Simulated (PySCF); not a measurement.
Consider C7H4F2O (SMILES C#CC#C/C=C\OC(F)F).

Input

```
{"job": {"kind": "nmr", "xc": "PBE0", "basis": "pcSseg-1", "pop": false}, "charge": 0, "multiplicity": 1}
C      2.571200    -1.420200     3.089700
C      2.058100    -0.990900     2.086800
C      1.484600    -0.521800     0.953400
C      0.930400    -0.116200    -0.046700
C      0.386300     0.349600    -1.251100
C     -0.862800     0.752600    -1.496700
O     -1.952900     0.823600    -0.665400
C     -1.860300     0.396600     0.615400
F     -3.109800     0.266800     1.085100
F     -1.256600     1.317500     1.405300
H      3.013000    -1.789300     3.965700
H      1.082100     0.387900    -2.079800
H     -1.155200     1.105000    -2.473900
H     -1.328800    -0.561900     0.750100
```

Command:

```sh
OMP_NUM_THREADS=1 python probes_run.py task.json out
```

Geometry: GFN2-xTB, NEB image 0 of 0 to 8.

Computed with PBE0/pcSseg-1, SCF density, gas phase, non-relativistic (PySCF 2.14.0).

> Predict the electron density and electron localisation function between the atoms.

C–C (1.21 Å): ρ is about 2.7 e/Å³ halfway; the ELF peaks at about 0.85 between the atoms; a multiple bond.
C–O (1.35 Å): ρ is about 2.4 e/Å³ halfway, with its minimum of 2.1 e/Å³ about 0.5 Å from C; the ELF peaks at about 0.90 between the atoms; a polar covalent bond.
C–H (1.05 Å): ρ is about 2.1 e/Å³ halfway; the ELF climbs to about 1 towards the hydrogen, as it does in any bond to H; a covalent bond by its length.
C–C (1.34 Å): the density is about 2.3 e/Å³ at the midpoint; the ELF peaks at about 0.95 between the atoms (a short, multiple covalent bond).

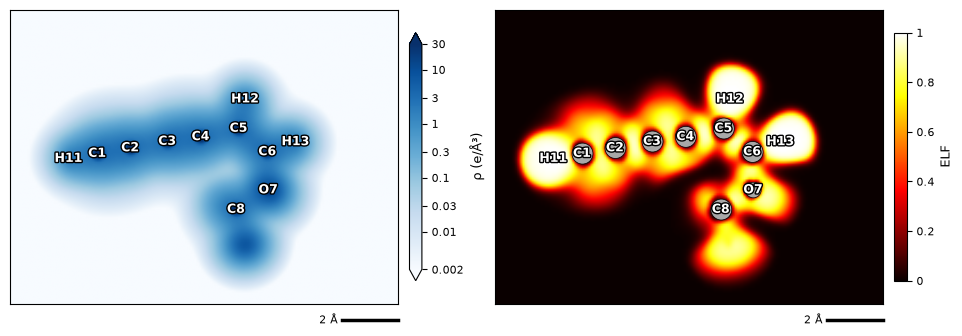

Computed electron density and electron localisation function on the plane of atoms C5, C6 and O7, in this order. Grey discs cover the atomic cores in the ELF map. 
